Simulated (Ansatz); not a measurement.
# BCl₂F + HBr: a complex and its separated parts

The complex below is one end of an elementary step. How strongly is it bound against its free parts?

Computed with Ansatz 0.2.0, Gaussian basis. Level: PBE0-D4/def2-TZVP structures, single points in def2-TZVPP, no counterpoise correction.

Levels: SPW92, PBE-D4, BLYP-D4, r2SCAN-D4, B97M-V, PBE0-D4, B3LYP-D4, r2SCAN0-D4, BHLYP-D4, CAM-B3LYP-D4, wB97X-V, wB97M-V, B2PLYP, PBE-QIDH, RPA on PBE, Hartree-Fock, MP2, CCSD, CCSD(T).

Cores are frozen in the correlated methods. Filled d shells of the heavier atoms are correlated. B3LYP uses VWN-RPA correlation. B2PLYP carries no dispersion term here.

94 further runs of the same task are left out: 94 set aside as unsound or not needed. Runs told in other sessions of the task aren't counted.

## 1. Where the work starts

The complex: 6 atoms, charge 0, spin multiplicity 1.

Atoms are counted from 1 here; the program's logs count them from 0.

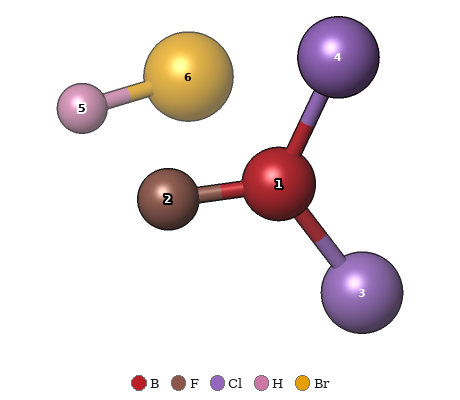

The starting geometry (boron red, fluorine brown, chlorine purple, hydrogen pink, bromine amber); atoms are numbered from 1 in the order of the file.

Geometry (Å):

```xyz
6
BBrCl2FH
B     0.1852    0.6782   -0.8734
F     1.3297    0.1624   -0.4875
Cl   -0.7467   -0.1415   -2.0906
Cl   -0.3360    2.1902   -0.1922
H     0.4816   -1.5794    1.8376
Br   -0.9136   -1.3098    1.8061
```

Its parts: BCl₂F holds atoms 1, 2, 3, 4; HBr holds atoms 5, 6. Each part counts its atoms afresh in its own runs.

## 2. Relaxing BCl₂F alone

relax-a/in.yaml reads:

```yaml
crystal:
  periodic: [false, false, false]
  atoms:
    - {symbol: B, position_ang: [0.185153, 0.678157, -0.873409]}
    - {symbol: F, position_ang: [1.329667, 0.162396, -0.487529]}
    - {symbol: Cl, position_ang: [-0.746744, -0.141520, -2.090574]}
    - {symbol: Cl, position_ang: [-0.336014, 2.190164, -0.192214]}
basis:
  gaussian: {orbitals: def2-TZVP}
hamiltonian: {xc: pbe0, dispersion: d4}
relax: {f_tol: 0.005, max_steps: 200}
```

The run is started by

```bash
> ansatz run in.yaml --threads 4 --pin off --events-out ev --progress --plain --max-ram 9574MiB
```

Log, shortened:

```text
Functional definition: PBE0
  name "PBE0"
  cite "Adamo & Barone, J. Chem. Phys. 110, 6158 (1999) doi:10.1063/1.478522"
  cite "Perdew, Burke & Ernzerhof, Phys. Rev. Lett. 77, 3865 (1996) doi:10.1103/PhysRevLett.77.3865"
  parent pbe
[...]
861 factors; their error is unknown
[...]
mean field -28432.80012330 eV, -1044.8861320872 hartree, gradient 4.4e-5 eV, S^2 0.000000; 0 other end points of the search recorded, 0 dependent functions left out
[...]
reference -28432.80014760 eV, -1044.8861329800 hartree; 24, 24 occupied and 112, 112 virtual orbitals, 861 factors
[...]
861 factors; their error is unknown
mean field -28432.80153324 eV, -1044.8861839017 hartree, gradient 2.4e-5 eV, S^2 0.000000; 1 other end points of the search recorded, 0 dependent functions left out
[...]
reference -28432.80155755 eV, -1044.8861847948 hartree; 24, 24 occupied and 112, 112 virtual orbitals, 861 factors
Total energy: -28432.88199553 eV, -1044.8891408362 hartree
Atom 0 at     0.192302     0.683438    -0.881436 Å, force    -0.000288     0.000128    -0.000090 eV/Å
Atom 1 at     1.326263     0.160607    -0.484603 Å, force    -0.000288     0.000135    -0.000105 eV/Å
Atom 2 at    -0.748558    -0.142946    -2.087761 Å, force     0.000306    -0.000028     0.000181 eV/Å
Atom 3 at    -0.337945     2.188098    -0.189926 Å, force     0.000270    -0.000235     0.000013 eV/Å
Dipole moment:    -0.053494     0.024664    -0.018721 e Å
```

Wall time 13 s (4 threads of Arm Neoverse V1, shared host).

Relaxation path: (the energy doesn't fall at every step)

```
step  energy from step 1 (eV)  largest force component (eV/Å)
   1                   0.0000                          0.1923
   2                   0.3122                          2.0708
   3                  -0.0014                          0.0364
   4                  -0.0014                          0.0100
   5                  -0.0014                          0.0003
```

Distances of close pairs at the start and the end, largest changes first:

```csv
bond,before (Å),after (Å),change (Å)
B1–F2,1.313,1.310,-0.003
B1–Cl3,1.738,1.739,+0.000
B1–Cl4,1.738,1.739,+0.000
```

## 3. Relaxing HBr alone

relax-b/in.yaml reads:

```yaml
crystal:
  periodic: [false, false, false]
  atoms:
    - {symbol: H, position_ang: [0.481618, -1.579354, 1.837586]}
    - {symbol: Br, position_ang: [-0.913581, -1.309844, 1.806140]}
basis:
  gaussian: {orbitals: def2-TZVP}
hamiltonian: {xc: pbe0, dispersion: d4}
relax: {f_tol: 0.005, max_steps: 200}
```

The run is started by

```bash
> ansatz run in.yaml --threads 4 --pin off --events-out ev --progress --plain --max-ram 9574MiB
```

Log, shortened:

```text
[... 5 set-up lines as earlier in the session ...]
[...]
457 factors; their error is unknown
[...]
mean field -70054.57277376 eV, -2574.4580647407 hartree, gradient 2.1e-5 eV, S^2 0.000000; 0 other end points of the search recorded, 0 dependent functions left out
[...]
reference -70054.57279912 eV, -2574.4580656727 hartree; 18, 18 occupied and 36, 36 virtual orbitals, 457 factors
Total energy: -70054.57831849 eV, -2574.4582685057 hartree
Atom 0 at     0.481300    -1.579293     1.837579 Å, force    -0.003670     0.000709    -0.000083 eV/Å
Atom 1 at    -0.913263    -1.309905     1.806147 Å, force     0.003670    -0.000709     0.000083 eV/Å
Dipole moment:     0.194708    -0.037612     0.004388 e Å
```

Run time: 0.8 s. Hardware: 4 threads of Arm Neoverse V1, shared host.

The steps of the relaxation:

| step | energy from step 1 (eV) | largest force component (eV/Å) |
| --- | --- | --- |
| 1 | 0.0000 | 0.0202 |
| 2 | 0.0000 | 0.0037 |

The bond:

```
  bond  before (Å)  after (Å)  change (Å)
H1–Br2       1.421      1.421      -0.001
```

## 4. SPW92/def2-TZVPP

parta/in.yaml reads:

```yaml
crystal:
  periodic: [false, false, false]
  atoms:
    - {symbol: B, position_ang: [0.192302, 0.683438, -0.881436]}
    - {symbol: F, position_ang: [1.326263, 0.160607, -0.484603]}
    - {symbol: Cl, position_ang: [-0.748558, -0.142946, -2.087761]}
    - {symbol: Cl, position_ang: [-0.337945, 2.188098, -0.189926]}
basis:
  gaussian: {orbitals: def2-TZVPP}
hamiltonian: {xc: lda}
```

partb/in.yaml reads:

```yaml
crystal:
  periodic: [false, false, false]
  atoms:
    - {symbol: H, position_ang: [0.481300, -1.579293, 1.837579]}
    - {symbol: Br, position_ang: [-0.913263, -1.309905, 1.806147]}
basis:
  gaussian: {orbitals: def2-TZVPP}
hamiltonian: {xc: lda}
```

One command serves all of them, each in its own folder.

The run is started by

```bash
> ansatz run in.yaml --threads 4 --pin off --events-out ev --progress --plain --max-ram 9574MiB
```

parta printed, shortened:

```text
Functional definition: SPW92
  name "SPW92"
  cite "Dirac, Proc. Camb. Phil. Soc. 26, 376 (1930) doi:10.1017/S0305004100016108"
  cite "Slater, Phys. Rev. 81, 385 (1951) doi:10.1103/PhysRev.81.385"
  cite "Perdew & Wang, Phys. Rev. B 45, 13244 (1992) doi:10.1103/PhysRevB.45.13244"
[...]
913 factors; their error is unknown
[...]
mean field -28339.07752917 eV, -1041.4418902804 hartree, gradient 1.2e-5 eV, S^2 0.000000; 0 other end points of the search recorded, 0 dependent functions left out
reference -28339.07756041 eV, -1041.4418914284 hartree; 24, 24 occupied and 122, 122 virtual orbitals, 913 factors
Total energy: -28339.07756041 eV, -1041.4418914284 hartree
```

Output in partb, shortened:

```text
[... 5 set-up lines as earlier in the session ...]
[...]
435 factors; their error is unknown
[...]
mean field -69965.45706673 eV, -2571.1831229123 hartree, gradient 5.9e-6 eV, S^2 0.000000; 0 other end points of the search recorded, 0 dependent functions left out
reference -69965.45708778 eV, -2571.1831236859 hartree; 18, 18 occupied and 44, 44 virtual orbitals, 435 factors
Total energy: -69965.45708778 eV, -2571.1831236859 hartree
```

Times: 0.55 s (parta), 0.2 s (partb) on 4 threads of Arm Neoverse V1, shared host.

## 5. PBE-D4/def2-TZVPP

The same edit goes into each in.yaml of step 4 (parta, partb):

```diff
-hamiltonian: {xc: lda}
+hamiltonian: {xc: pbe, dispersion: d4}
```

One command serves all of them, each in its own folder.

The run is started by

```bash
> ansatz run in.yaml --threads 4 --pin off --events-out ev --progress --plain --max-ram 9574MiB
```

parta printed, shortened:

```text
Functional definition: PBE
  name "PBE"
[... 2 set-up lines as earlier in the session ...]
[...]
913 factors; their error is unknown
[...]
mean field -28430.69410319 eV, -1044.8087372755 hartree, gradient 7.3e-6 eV, S^2 0.000000; 0 other end points of the search recorded, 0 dependent functions left out
reference -28430.69413688 eV, -1044.8087385137 hartree; 24, 24 occupied and 122, 122 virtual orbitals, 913 factors
Total energy: -28430.79047047 eV, -1044.8122787078 hartree
```

partb printed, shortened:

```text
[... 4 set-up lines as earlier in the session ...]
[...]
435 factors; their error is unknown
[...]
mean field -70052.13672537 eV, -2574.3685416137 hartree, gradient 1.9e-5 eV, S^2 0.000000; 0 other end points of the search recorded, 0 dependent functions left out
reference -70052.13674803 eV, -2574.3685424464 hartree; 18, 18 occupied and 44, 44 virtual orbitals, 435 factors
Total energy: -70052.14353315 eV, -2574.3687917950 hartree
```

Wall times: 0.76 s (parta), 0.25 s (partb) on 4 threads of Arm Neoverse V1, shared host.

## 6. BLYP-D4/def2-TZVPP

The same edit goes into each in.yaml of step 5 (parta, partb):

```diff
-hamiltonian: {xc: pbe, dispersion: d4}
+hamiltonian: {xc: {name: BLYP}, dispersion: d4}
```

One command serves all of them, each in its own folder.

The run is started by

```bash
> ansatz run in.yaml --threads 4 --pin off --events-out ev --progress --plain --max-ram 9574MiB
```

Log of parta, shortened:

```text
Functional definition: BLYP
  name "BLYP"
  cite "Becke, Phys. Rev. A 38, 3098 (1988) doi:10.1103/PhysRevA.38.3098"
  cite "Lee, Yang & Parr, Phys. Rev. B 37, 785 (1988) doi:10.1103/PhysRevB.37.785"
[...]
913 factors; their error is unknown
[...]
mean field -28443.90560546 eV, -1045.2942510288 hartree, gradient 1.0e-5 eV, S^2 0.000000; 0 other end points of the search recorded, 0 dependent functions left out
reference -28443.90590480 eV, -1045.2942620295 hartree; 24, 24 occupied and 122, 122 virtual orbitals, 913 factors
Total energy: -28444.12367172 eV, -1045.3022648163 hartree
```

partb printed, shortened:

```text
[... 4 set-up lines as earlier in the session ...]
[...]
435 factors; their error is unknown
[...]
mean field -70063.39689753 eV, -2574.7823453080 hartree, gradient 8.5e-5 eV, S^2 0.000000; 0 other end points of the search recorded, 0 dependent functions left out
reference -70063.39710590 eV, -2574.7823529657 hartree; 18, 18 occupied and 44, 44 virtual orbitals, 435 factors
Total energy: -70063.41307795 eV, -2574.7829399276 hartree
```

Times: 0.81 s (parta), 0.25 s (partb) on 4 threads of Arm Neoverse V1, shared host.

## 7. r2SCAN-D4/def2-TZVPP

Each input of step 6 (parta, partb) changes in the same lines:

```diff
-hamiltonian: {xc: {name: BLYP}, dispersion: d4}
+hamiltonian: {xc: r2scan, dispersion: d4}
```

The same command starts each run, in its folder.

The run is started by

```bash
> ansatz run in.yaml --threads 4 --pin off --events-out ev --progress --plain --max-ram 9574MiB
```

Log of parta, shortened:

```text
Functional definition: r2SCAN
  name "r2SCAN"
  cite "Furness, Kaplan, Ning, Perdew & Sun, J. Phys. Chem. Lett. 11, 8208 (2020) doi:10.1021/acs.jpclett.0c02405"
  cite "Furness, Kaplan, Ning, Perdew & Sun, J. Phys. Chem. Lett. 11, 9248 (2020) doi:10.1021/acs.jpclett.0c03077"
  parent r2scan
[...]
913 factors; their error is unknown
[...]
mean field -28441.39679199 eV, -1045.2020538344 hartree, gradient 2.3e-5 eV, S^2 0.000000; 0 other end points of the search recorded, 0 dependent functions left out
reference -28441.39680074 eV, -1045.2020541562 hartree; 24, 24 occupied and 122, 122 virtual orbitals, 913 factors
Total energy: -28441.41762200 eV, -1045.2028193234 hartree
```

partb printed, shortened:

```text
[... 5 set-up lines as earlier in the session ...]
[...]
435 factors; their error is unknown
[...]
mean field -70062.28305281 eV, -2574.7414122696 hartree, gradient 2.3e-5 eV, S^2 0.000000; 0 other end points of the search recorded, 0 dependent functions left out
reference -70062.28305892 eV, -2574.7414124940 hartree; 18, 18 occupied and 44, 44 virtual orbitals, 435 factors
Total energy: -70062.28451802 eV, -2574.7414661152 hartree
```

They took 1.9 s (parta), 0.6 s (partb) on 4 threads of Arm Neoverse V1, shared host.

## 8. B97M-V/def2-TZVPP

The same edit goes into each in.yaml of step 7 (parta, partb):

```diff
-hamiltonian: {xc: r2scan, dispersion: d4}
+hamiltonian: {xc: {name: B97M-V}}
```

Each run has its own folder and the same command.

The run is started by

```bash
> ansatz run in.yaml --threads 4 --pin off --events-out ev --progress --plain --max-ram 9574MiB
```

parta printed, shortened:

```text
Functional definition: B97M-V
  name "B97M-V"
  cite "Mardirossian & Head-Gordon, J. Chem. Phys. 142, 074111 (2015) doi:10.1063/1.4907719"
  cite "Becke, J. Chem. Phys. 107, 8554 (1997) doi:10.1063/1.475007"
  cite "Vydrov & Van Voorhis, J. Chem. Phys. 133, 244103 (2010) doi:10.1063/1.3521275"
  # Of w^i u^j: cxij and so on, Table III.
[...]
  gx(w, u) = cx00 + cx01*u + cx02*u^2 + (cx10 + cx11*u)*w
[...]
  gos(w, u) = cos00 + cos01*u + cos03*u^3 + cos10*w + cos32*w^3*u^2
[...]
      + integral(e_c_pw_mod_opposite_spin*gos(b97_w_opposite, b97_u_opposite)) + vv10(b, c)
913 factors; their error is unknown
[...]
mean field -28437.44308668 eV, -1045.0567578442 hartree, gradient 2.2e-5 eV, S^2 0.000000; 0 other end points of the search recorded, 0 dependent functions left out
reference -28437.44313324 eV, -1045.0567595552 hartree; 24, 24 occupied and 122, 122 virtual orbitals, 913 factors
Total energy: -28437.44313324 eV, -1045.0567595552 hartree
```

Log of partb, shortened:

```text
[... 5 set-up lines as earlier in the session ...]
  # Of w^i u^j: cxij and so on, Table III.
[...]
  gx(w, u) = cx00 + cx01*u + cx02*u^2 + (cx10 + cx11*u)*w
[...]
  gos(w, u) = cos00 + cos01*u + cos03*u^3 + cos10*w + cos32*w^3*u^2
[...]
      + integral(e_c_pw_mod_opposite_spin*gos(b97_w_opposite, b97_u_opposite)) + vv10(b, c)
435 factors; their error is unknown
[...]
mean field -70050.13090497 eV, -2574.2948290737 hartree, gradient 1.6e-5 eV, S^2 0.000000; 0 other end points of the search recorded, 0 dependent functions left out
reference -70050.13093682 eV, -2574.2948302441 hartree; 18, 18 occupied and 44, 44 virtual orbitals, 435 factors
Total energy: -70050.13093682 eV, -2574.2948302441 hartree
```

Times: 2.8 s (parta), 0.8 s (partb) on 4 threads of Arm Neoverse V1, shared host.

## 9. PBE0-D4/def2-TZVPP

The same edit goes into each in.yaml of step 8 (parta, partb):

```diff
-hamiltonian: {xc: {name: B97M-V}}
+hamiltonian: {xc: pbe0, dispersion: d4}
+output: {orbitals: {seedname: orbitals}}
```

Each run has its own folder and the same command.

The run is started by

```bash
> ansatz run in.yaml --threads 4 --pin off --events-out ev --progress --plain --max-ram 9574MiB
```

Output in parta, shortened:

```text
[... 5 set-up lines as earlier in the session ...]
[...]
975 factors; their error is unknown
[...]
mean field -28432.80303464 eV, -1044.8862390771 hartree, gradient 2.8e-5 eV, S^2 0.000000; 0 other end points of the search recorded, 0 dependent functions left out
reference -28432.80305895 eV, -1044.8862399705 hartree; 24, 24 occupied and 122, 122 virtual orbitals, 975 factors
Total energy: -28432.88349693 eV, -1044.8891960117 hartree
```

partb printed, shortened:

```text
[... 5 set-up lines as earlier in the session ...]
[...]
472 factors; their error is unknown
[...]
mean field -70054.59430647 eV, -2574.4588560531 hartree, gradient 7.1e-6 eV, S^2 0.000000; 0 other end points of the search recorded, 0 dependent functions left out
reference -70054.59432372 eV, -2574.4588566874 hartree; 18, 18 occupied and 44, 44 virtual orbitals, 472 factors
Total energy: -70054.59984309 eV, -2574.4590595204 hartree
```

They took 3 s (parta), 0.25 s (partb) on 4 threads of Arm Neoverse V1, shared host.

## 10. B3LYP-D4/def2-TZVPP

Each input of step 9 (parta, partb) changes in the same lines:

```diff
-hamiltonian: {xc: pbe0, dispersion: d4}
-output: {orbitals: {seedname: orbitals}}
+hamiltonian: {xc: {name: B3LYP}, dispersion: d4}
```

The same command starts each run, in its folder.

The run is started by

```bash
> ansatz run in.yaml --threads 4 --pin off --events-out ev --progress --plain --max-ram 9574MiB
```

Log of parta, shortened:

```text
Functional definition: B3LYP
  name "B3LYP"
  cite "Stephens, Devlin, Chabalowski & Frisch, J. Phys. Chem. 98, 11623 (1994) doi:10.1021/j100096a001"
[... 2 set-up lines as earlier in the session ...]
  cite "Vosko, Wilk & Nusair, Can. J. Phys. 58, 1200 (1980) doi:10.1139/p80-159"
[...]
951 factors; their error is unknown
[...]
mean field -28445.37647590 eV, -1045.3483045206 hartree, gradient 6.7e-5 eV, S^2 0.000000; 0 other end points of the search recorded, 0 dependent functions left out
reference -28445.37669656 eV, -1045.3483126299 hartree; 24, 24 occupied and 122, 122 virtual orbitals, 951 factors
Total energy: -28445.53607204 eV, -1045.3541695706 hartree
```

Log of partb, shortened:

```text
[... 6 set-up lines as earlier in the session ...]
[...]
472 factors; their error is unknown
[...]
mean field -70063.59661030 eV, -2574.7896846172 hartree, gradient 6.2e-6 eV, S^2 0.000000; 0 other end points of the search recorded, 0 dependent functions left out
reference -70063.59676749 eV, -2574.7896903938 hartree; 18, 18 occupied and 44, 44 virtual orbitals, 472 factors
Total energy: -70063.60790101 eV, -2574.7900995428 hartree
```

Wall times: 1.9 s (parta), 0.3 s (partb) on 4 threads of Arm Neoverse V1, shared host.

## 11. r2SCAN0-D4/def2-TZVPP

Each input of step 10 (parta, partb) changes in the same lines:

```diff
-hamiltonian: {xc: {name: B3LYP}, dispersion: d4}
+hamiltonian: {xc: {name: r2SCAN0}, dispersion: d4}
```

The same command starts each run, in its folder.

The run is started by

```bash
> ansatz run in.yaml --threads 4 --pin off --events-out ev --progress --plain --max-ram 9574MiB
```

Log of parta, shortened:

```text
Functional definition: r2SCAN0
  name "r2SCAN0"
  cite "Bursch, Neugebauer, Ehlert & Grimme, J. Chem. Phys. 156, 134105 (2022) doi:10.1063/5.0086040"
[... 3 set-up lines as earlier in the session ...]
[...]
975 factors; their error is unknown
[...]
mean field -28440.81328496 eV, -1045.1806103468 hartree, gradient 4.3e-5 eV, S^2 0.000000; 0 other end points of the search recorded, 0 dependent functions left out
reference -28440.81329175 eV, -1045.1806105962 hartree; 24, 24 occupied and 122, 122 virtual orbitals, 975 factors
Total energy: -28440.83849088 eV, -1045.1815366471 hartree
```

Output in partb, shortened:

```text
[... 6 set-up lines as earlier in the session ...]
[...]
472 factors; their error is unknown
[...]
mean field -70062.25256221 eV, -2574.7402917607 hartree, gradient 7.4e-6 eV, S^2 0.000000; 0 other end points of the search recorded, 0 dependent functions left out
reference -70062.25256709 eV, -2574.7402919402 hartree; 18, 18 occupied and 44, 44 virtual orbitals, 472 factors
Total energy: -70062.25428196 eV, -2574.7403549605 hartree
```

Times: 3.2 s (parta), 0.6 s (partb) on 4 threads of Arm Neoverse V1, shared host.

## 12. BHLYP-D4/def2-TZVPP

The same edit goes into each in.yaml of step 11 (parta, partb):

```diff
-hamiltonian: {xc: {name: r2SCAN0}, dispersion: d4}
+hamiltonian: {xc: {name: BHLYP}, dispersion: d4}
```

One command serves all of them, each in its own folder.

The run is started by

```bash
> ansatz run in.yaml --threads 4 --pin off --events-out ev --progress --plain --max-ram 9574MiB
```

parta printed, shortened:

```text
Functional definition: BHLYP
  name "BHLYP"
  cite "Becke, J. Chem. Phys. 98, 1372 (1993) doi:10.1063/1.464304"
[... 2 set-up lines as earlier in the session ...]
[...]
1072 factors; their error is unknown
[...]
mean field -28443.27456085 eV, -1045.2710605672 hartree, gradient 1.5e-5 eV, S^2 0.000000; 0 other end points of the search recorded, 0 dependent functions left out
reference -28443.27470876 eV, -1045.2710660028 hartree; 24, 24 occupied and 122, 122 virtual orbitals, 1072 factors
Total energy: -28443.39994439 eV, -1045.2756683276 hartree
```

partb printed, shortened:

```text
[... 5 set-up lines as earlier in the session ...]
[...]
514 factors; their error is unknown
[...]
mean field -70062.48027947 eV, -2574.7486602159 hartree, gradient 8.2e-6 eV, S^2 0.000000; 0 other end points of the search recorded, 0 dependent functions left out
reference -70062.48038733 eV, -2574.7486641793 hartree; 18, 18 occupied and 44, 44 virtual orbitals, 514 factors
Total energy: -70062.48824691 eV, -2574.7489530138 hartree
```

Wall times: 2.2 s (parta), 0.3 s (partb) on 4 threads of Arm Neoverse V1, shared host.

## 13. CAM-B3LYP-D4/def2-TZVPP

Each input of step 12 (parta, partb) changes in the same lines:

```diff
-hamiltonian: {xc: {name: BHLYP}, dispersion: d4}
+hamiltonian: {xc: {name: CAM-B3LYP}, dispersion: d4}
```

The same command starts each run, in its folder.

The run is started by

```bash
> ansatz run in.yaml --threads 4 --pin off --events-out ev --progress --plain --max-ram 9574MiB
```

Output in parta, shortened:

```text
Functional definition: CAM-B3LYP
  name "CAM-B3LYP"
  cite "Yanai, Tew & Handy, Chem. Phys. Lett. 393, 51 (2004) doi:10.1016/j.cplett.2004.06.011"
  cite "Iikura, Tsuneda, Yanai & Hirao, J. Chem. Phys. 115, 3540 (2001) doi:10.1063/1.1383587"
[... 2 set-up lines as earlier in the session ...]
[...]
951 factors; their error is unknown
167 factors; integrals over basis functions are off by at most 1.5e-5 eV
[...]
mean field -28444.27411588 eV, -1045.3077935370 hartree, gradient 6.6e-5 eV, S^2 0.000000; 0 other end points of the search recorded, 0 dependent functions left out
reference -28444.27422337 eV, -1045.3077974875 hartree; 24, 24 occupied and 122, 122 virtual orbitals, 951 factors
Total energy: -28444.35617345 eV, -1045.3108090971 hartree
```

partb printed, shortened:

```text
[... 6 set-up lines as earlier in the session ...]
[...]
  # Exact exchange under (alpha + beta erf(omega r))/r, Becke's under what is left of 1/r.
[...]
472 factors; their error is unknown
81 factors; integrals over basis functions are off by at most 1.2e-4 eV
[...]
mean field -70066.16344911 eV, -2574.8840142035 hartree, gradient 3.1e-5 eV, S^2 0.000000; 0 other end points of the search recorded, 0 dependent functions left out
reference -70066.16352581 eV, -2574.8840170221 hartree; 18, 18 occupied and 44, 44 virtual orbitals, 472 factors
Total energy: -70066.16900356 eV, -2574.8842183255 hartree
```

They took 2.7 s (parta), 0.3 s (partb) on 4 threads of Arm Neoverse V1, shared host.

[end of part 1 of 2]
